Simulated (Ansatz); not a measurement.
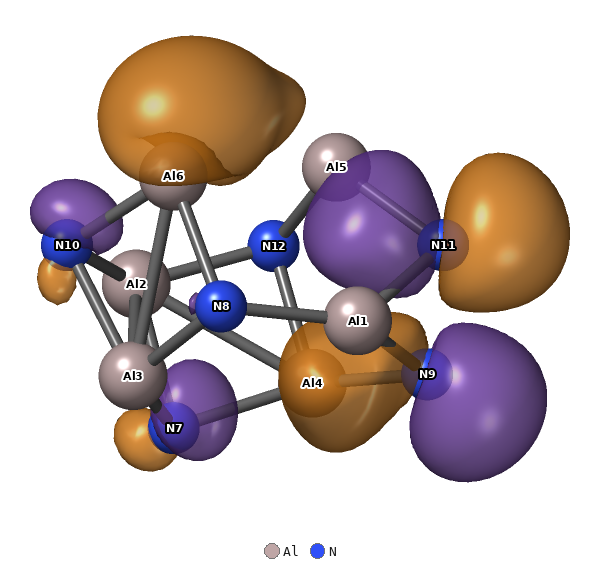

Figure 1: Al$_{6}$N$_{6}$. One frontier orbital at ±0.08 Å⁻³ᐟ² (orange and purple are the two phases), seen from one side.

Geometry: PBE-D4/def2-SVP.

The calculation used Ansatz, RKS PBE0-D4/def2-TZVP.

```xyz
12

Al   -0.9752    1.3719   -1.0507
Al    1.0914   -1.1984    1.2153
Al    0.7164    1.2247    1.3678
Al    1.3374   -0.3154   -1.1302
Al   -1.1676   -1.4298   -0.7261
Al   -1.5379    0.0286    1.4887
N     2.0378    0.2960    0.4644
N    -0.9779    1.7179    0.7137
N     0.1651    0.5804   -2.2755
N     0.0539   -0.2470    2.4068
N    -1.3158   -0.1198   -2.0620
N     0.5724   -1.9091   -0.4122
```

**Which orbital is it: HOMO or LUMO?**

The HOMO, at −5.51 eV. Its weight (Hirshfeld) is mainly on N11 (about 30 %), N9 (about 30 %), Al6 (about 10 %), Al5 (about 5 %) and Al1 (about 5 %).
